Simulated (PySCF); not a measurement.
```xyz
13

C     1.896   -0.417   -0.136
C     0.632    0.335   -0.158
C    -0.076    1.396    0.095
C    -0.818    0.258   -0.543
C    -1.809   -0.592    0.223
H     2.708    0.160    0.328
H     2.198   -0.691   -1.161
H     1.773   -1.361    0.419
H    -0.149    2.405    0.494
H    -1.068    0.343   -1.617
H    -2.823   -0.161    0.182
H    -1.872   -1.612   -0.192
H    -1.521   -0.674    1.283
```

### Where will the first 5 clear peaks of this molecule's radial distribution curve from gas electron diffraction lie, and which pairs make them?

Peak 1, 1.12 Å: C–H 1.09–1.11 Å (×8)
Peak 2, 1.49 Å: C–C 1.47–1.51 Å (×4); in its flanks C–C 1.30 Å
Peak 3, 2.18 Å: C···H 2.12–2.31 Å (×10), not resolved
Peak 4, 2.68 Å: C···H 2.48–2.79 Å (×3), C···C 2.64–2.83 Å (×4), not resolved
Peak 5, 3.66 Å: C···H 3.40–3.95 Å (×9), C···C 3.73 Å, not resolved; in its flanks C···H 3.16–3.34 Å

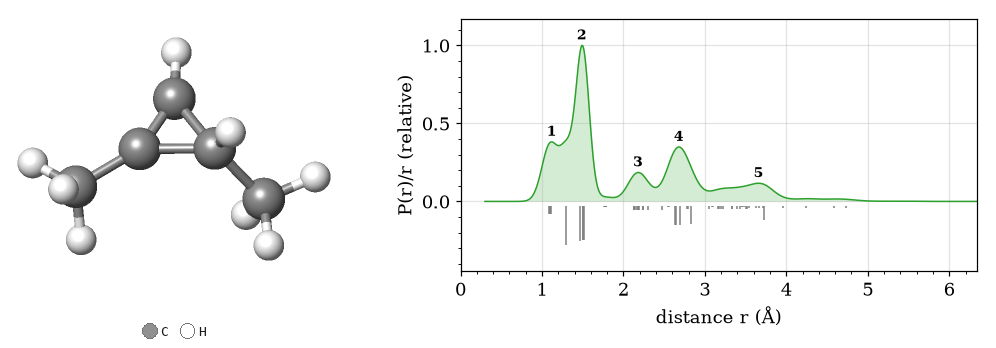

Simulated gas electron diffraction: radial distribution curve of C₅H₈. Each pair of atoms contributes with weight ZᵢZⱼ/r (bars below the curve); damping constant 0.002 Å²; vibrational amplitudes assumed, not computed: 0.05 Å for bonds, 0.078 Å for bonds to H, 0.06 + 0.015 r up to 0.15 Å for other pairs. The geometry is the end point of an optimisation (PBE0-D3(BJ)/def2-SVP geometry optimisation, gas phase (PySCF)); it may be a saddle point or a higher isomer.
